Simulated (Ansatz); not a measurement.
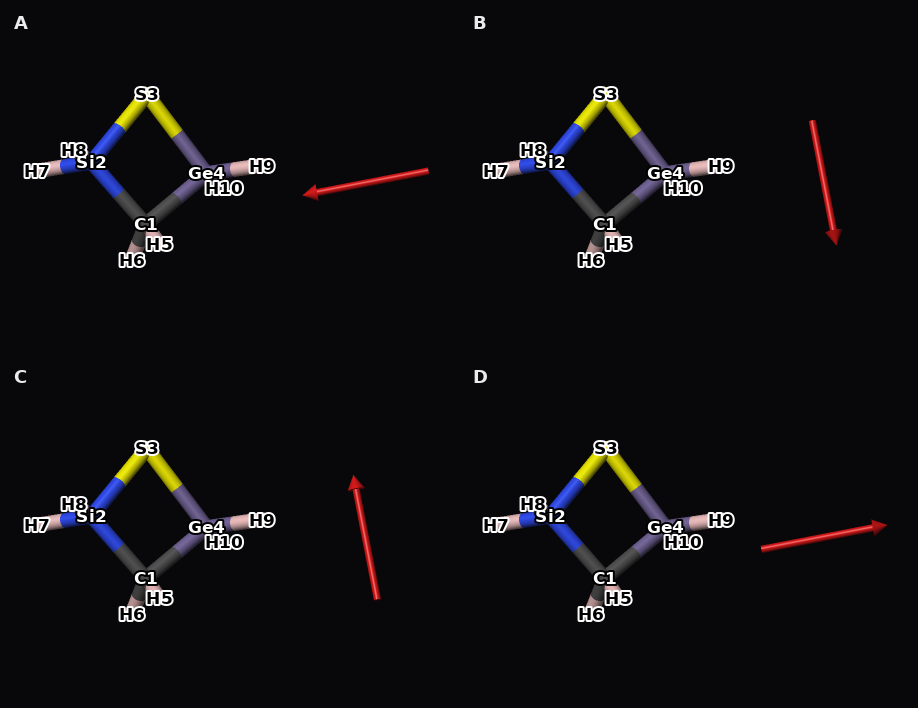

The same molecule four times, each with an arrow. The geometry was computed by an optimisation with PBE-D4/def2-SVP. No frequency run is at hand to confirm it as a minimum. Level of theory: RKS PBE-D4/def2-SVP (Ansatz 0.2.0).

Which arrow points along the dipole moment, from the negative to the positive end?

B. The dipole moment is 2.30 D; it points from the side of S3 to the side of H5, H6 (the outermost atoms at the two ends).
